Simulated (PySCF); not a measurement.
C3H9P, SMILES `CP(C)C`.

PySCF calculation, PBE/def2-TZVP, gas phase; geometry: GFN2-xTB. No frequency check shows the geometry to be a minimum. A basis without diffuse functions makes polarisabilities too small. GFN2-xTB bond lengths at metals and heavier atoms can be off by up to 0.1 Å and shapes distorted, which carries into these values.

Cartesian coordinates (Å):

```
C1      -0.6132   -1.4927    0.2892
P2       0.0000    0.0003   -0.6225
C3      -0.9863    1.2770    0.2895
C4       1.5994    0.2152    0.2893
H5      -1.6455   -1.6840    0.0039
H6      -0.0128   -2.3545    0.0044
H7      -0.5550   -1.3514    1.3677
H8      -0.8928    1.1558    1.3681
H9      -0.6354    2.2670    0.0041
H10     -2.0325    1.1883    0.0043
H11      2.2812   -0.5832    0.0042
H12      2.0455    1.1660    0.0045
H13      1.4478    0.1950    1.3679
```

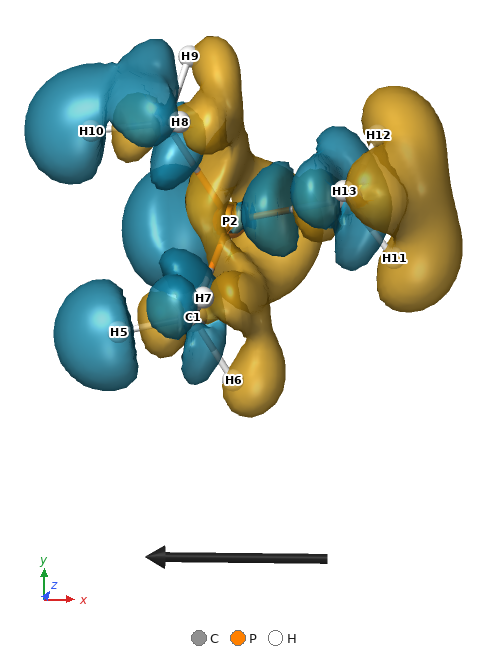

Change of the electron density in a uniform field of 0.21 V/Å along −x (arrow), surfaces at ±0.0015 e/Å³ (yellow: gain, teal: loss).

The field was applied in both directions; the picture shows the one opposite to the script's first.

How large is the response?

Answer. The induced dipole is 0.70 D (along the field); α along this axis, from the fields in both directions, is 68 bohr³ (10.1 Å³).
